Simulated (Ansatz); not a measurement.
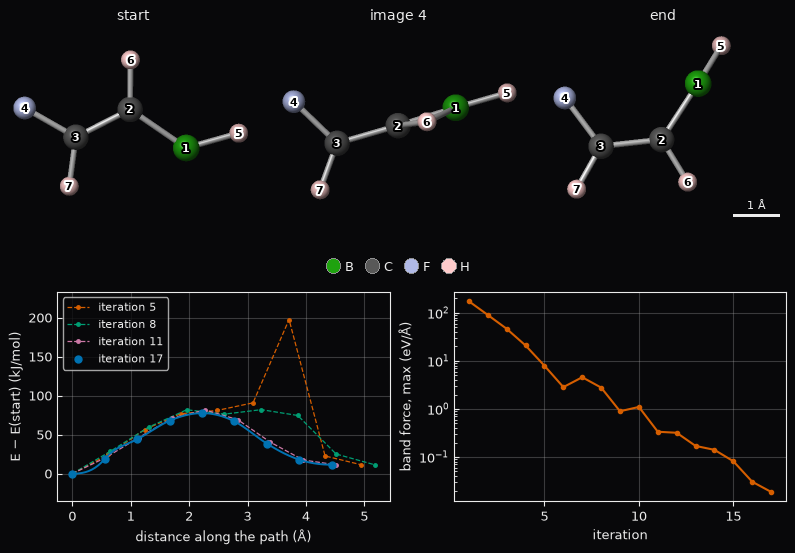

A nudged-elastic-band calculation for C$_{2}$H$_{3}$BF (multiplicity 2). Images are numbered from 0 (start) to 8 (end). The plot follows the band through its iterations. Style: ball-and-stick. Shown face on.

Theory: UKS PBE0/def2-SVP (Ansatz). Settings: 7 movable images; climbing image; force threshold 0.03 eV/Å; iteration limit 60; spring constant 50.0 eV/Å²; starting path through a guess of the saddle point.

Q: Judge this run.

A: The run is converged, with reservations. The band converged in 17 iterations. The largest component of the band force went from 170 to 0.019 eV/Å. The climbing image converged on the top of the path. Its curvatures weren't checked. The spring constant is far from the usual few eV/Å², which spoils the spacing or the steps. The first iteration put the highest image at 4200.3 kJ/mol. The highest point, image 4, lies 77.7 kJ/mol above the start and 66.2 kJ/mol above the end; the end is at +11.5 kJ/mol relative to the start.

Cost: 3.3 min on 2 threads of Intel(R) Xeon(R) Platinum 8488C (Sapphire Rapids) (shared host), peak memory 0.19 GiB.
